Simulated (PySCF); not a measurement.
**Br₄Zr, SMILES `Br[Zr](Br)(Br)Br`: what the electrons do**

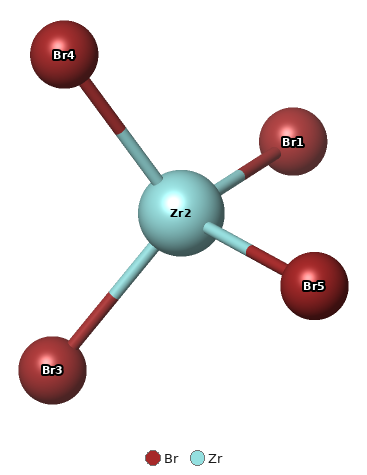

The molecule, with its atoms numbered as below. No frequency check shows the geometry to be a minimum.

Geometry (Å), atoms numbered from 1:

```
Br1     -1.4075   -1.4614   -1.4332
Zr2     -0.0021    0.0002   -0.0003
Br3      1.4086    1.4614   -1.4332
Br4      1.4645   -1.4058    1.4333
Br5     -1.4633    1.4056    1.4334
```

### 1. Bonding charge

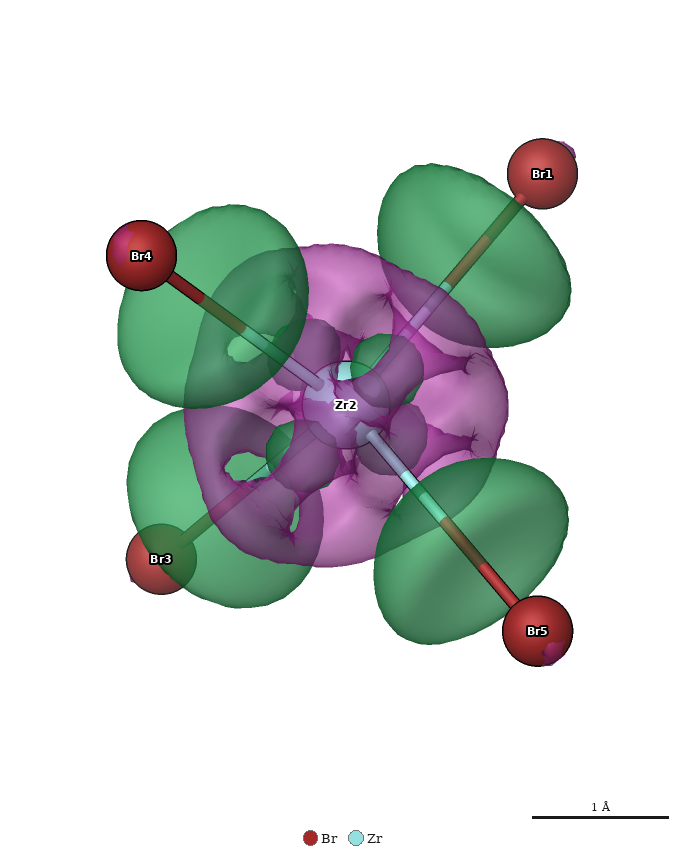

Deformation density (molecule less spherical, spin-averaged free atoms at the same positions), surfaces at ±0.05 e/Å³; green: gain, purple: loss.

Computed with PySCF, PBE/def2-TZVP, geometry: GFN2-xTB. Core potentials replace the inner electrons of Zr; spin–orbit coupling isn't included. This is a single-reference result, which may miss multireference character in this system.

Describe the bonding that the map shows.

Answer. Br1–Zr2 and Zr2–Br5: +0.10 e/Å³ at the bond critical point (bond length 2.48 Å, Mayer order 1.2). Zr2–Br3 and Zr2–Br4: +0.10 e/Å³ at the bond critical point (bond length 2.49 Å, Mayer order 1.2). In all, 1.0 electrons gather in the regions of gain relative to the promolecule. A small or negative value marks a very polar bond, one between electron-rich atoms, whose free-atom densities already overlap strongly, a long bond to a heavier atom, or a closed-shell contact such as a hydrogen bond.

Where do the Hirshfeld charges lie?

Answer. The highest Hirshfeld charge is on Zr2 (+0.42 e), the lowest on Br1, Br3, Br4 and Br5 (−0.11 e).

```csv
atom,charge (e)
Br1,−0.10
Zr2,+0.42
Br3,−0.11
Br4,−0.11
Br5,−0.10
```

### 2. Local ionisation energy

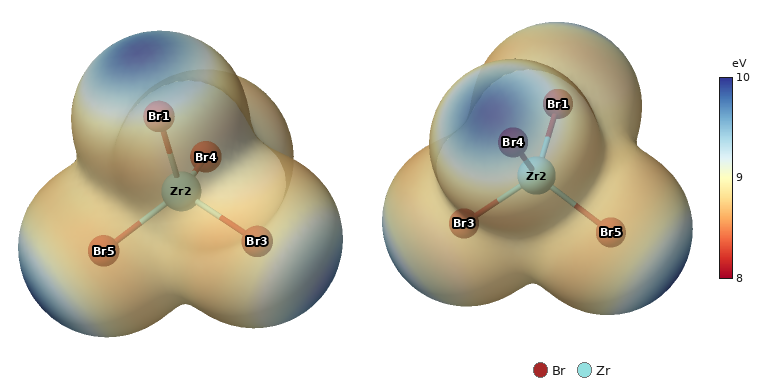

Average local ionisation energy on the surface of electron density 0.001 a.u. (back view left, front view right).

Where are the most loosely bound electrons on this surface?

Answer. The lowest value is 8.7 eV, 2.2 Å from Br4, and at like points elsewhere. For comparison, the highest occupied orbital lies at −7.7 eV.

### 3. In an electric field

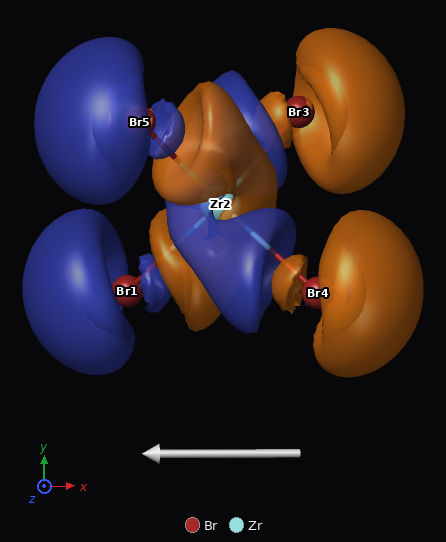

Change of the electron density in a uniform field of 0.21 V/Å along −x (arrow), surfaces at ±0.0015 e/Å³ (orange: gain, blue: loss).

Method: PBE/def2-TZVP; geometry: GFN2-xTB; program: PySCF. Core potentials replace the inner electrons of Zr; spin–orbit coupling isn't included. This is a single-reference result, which may miss multireference character in this system. A basis without diffuse functions makes polarisabilities too small.

The field was applied in both directions; the picture shows the one opposite to the script's first.

What dipole is induced, and what polarisability does it imply?

Answer. The induced dipole is 1.33 D (along the field); α along this axis, from the fields in both directions, is 131 bohr³ (19.4 Å³).

The PySCF runs shown took 110 s and 3.9 min on 1 thread of Arm Neoverse V2, with other jobs on the host.
